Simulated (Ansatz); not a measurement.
**Pressure series in NiGe**

Take NiGe (space group Pnma, No. 62; a = 5.4074 Å, b = 3.4734 Å, c = 5.8467 Å; non-magnetic) as the base.

Cell and atoms are relaxed at each pressure.

Method: Kohn–Sham DFT with the PBE functional, run in Ansatz (a first-principles code) with PAW and 420 eV plane waves, spin-orbit coupling left out.

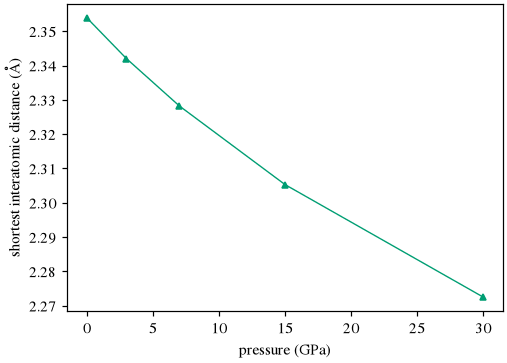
Figure. Shortest interatomic distance against pressure

| pressure (GPa) | shortest interatomic distance |
|---|---|
| 3 | 2.342 Å |
| 7 | 2.328 Å |
| 15 | 2.305 Å |
| 30 | 2.273 Å |

Load acts through the strain it causes; cell and atoms are relaxed under it. Stability against distortions was not tested. No other phases were tried under pressure. Seeded moments were not kept for the base. All final runs are without spin polarisation.
